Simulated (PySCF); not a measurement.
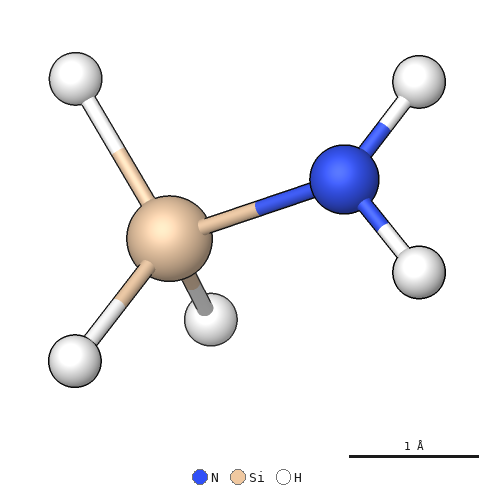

A ball-and-stick model of a molecule. Every bond is drawn as one stick, whatever its order.

The computed structure is the end point of a GFN2-xTB optimisation. No frequency run is at hand to confirm it as a minimum.

Describe the molecule.

Formula H5NSi. As SMILES it reads `N[SiH3]`. It has no ring. Among its groups: Si–H bond, Si–N bond. This geometry has Cs symmetry. Coordination, clear cases only: 1 Si tetrahedral.

More results for the same structure follow; atom numbers are the same in all pictures, views and colours differ.

### Dipole moment

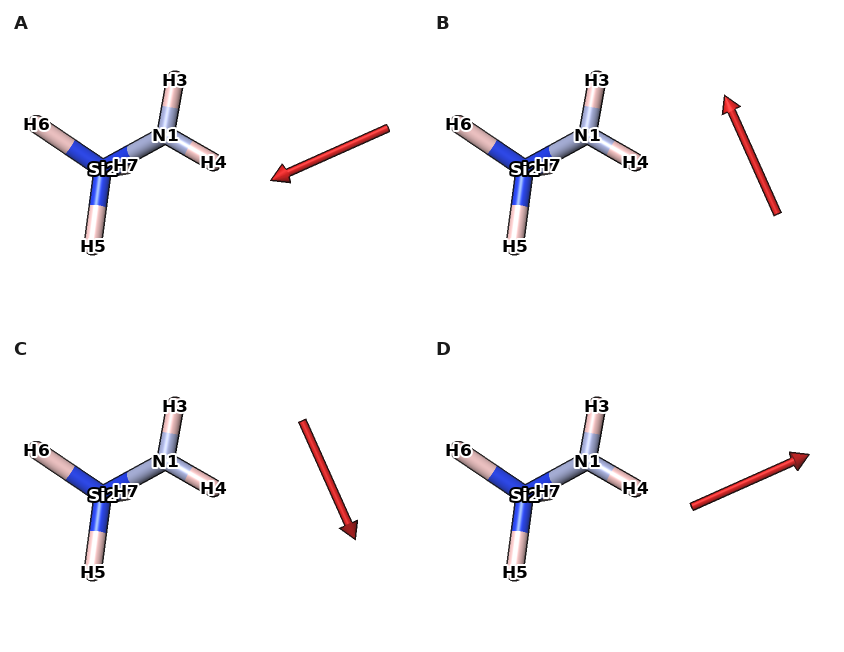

The same molecule four times, each with an arrow. No frequency run is at hand to confirm it as a minimum. Method: CAM-B3LYP/def2-SVPD, gas phase (PySCF 2.14.0).

Question: Which arrow points along the dipole moment, from the negative to the positive end?

Answer: D. The dipole moment is 1.13 D; it points from the side of H5, H6 to the side of H3, H4 (the outermost atoms at the two ends).

### Core levels

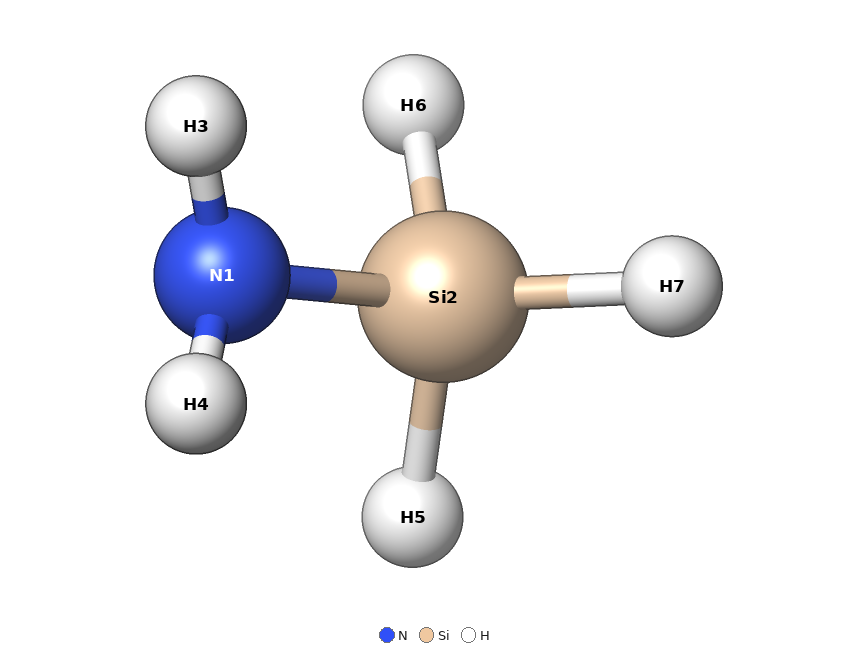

No frequency run is at hand to confirm it as a minimum. Properties computed with delta-SCF UKS SCAN, pcX-2 on the ionised atom, pcseg-1 elsewhere, spin-free X2C (PySCF 2.14.0).

Give the core-electron binding energies (to vacuum; p and d levels without spin–orbit splitting) of N1 1s, Si2 1s, Si2 2p.

```json
{"atom": "N1", "level": "1s", "binding energy (eV)": "404.7"}
{"atom": "Si2", "level": "1s", "binding energy (eV)": "1846.8"}
{"atom": "Si2", "level": "2p", "binding energy (eV)": "107.2"}
```

### Excitation

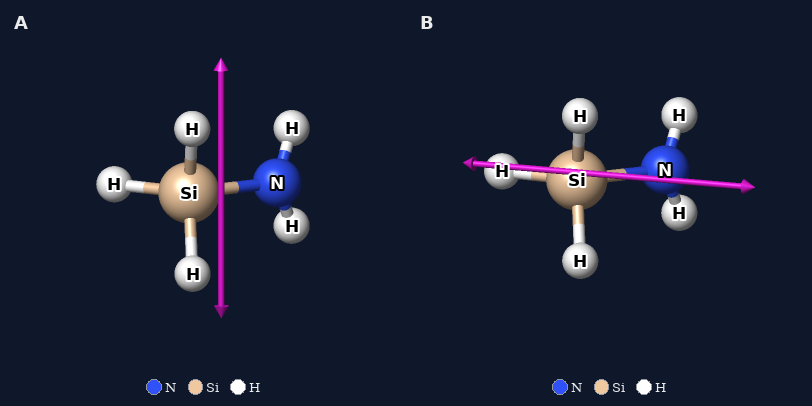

The double arrows show the directions of two transition dipoles from the ground state (lengths mean nothing). No frequency run is at hand to confirm it as a minimum. Method: TDDFT CAM-B3LYP/def2-SVPD, vertical, gas phase, core orbitals frozen in the response (PySCF 2.14.0).

Question: One belongs to singlet state 5 and one to singlet state 7. Which is which?

Answer: A: state 7, 8.67 eV (143 nm), oscillator strength 0.038, mainly HOMO−1 → LUMO (weight 0.85).
B: state 5, 8.29 eV (150 nm), oscillator strength 0.041, mainly HOMO → LUMO+4 (weight 0.56).

The geometry is semi-empirical. Around Si such bond lengths and angles can be off by a tenth of an ångström or more and by several degrees, and values that hang on the shape move with them.
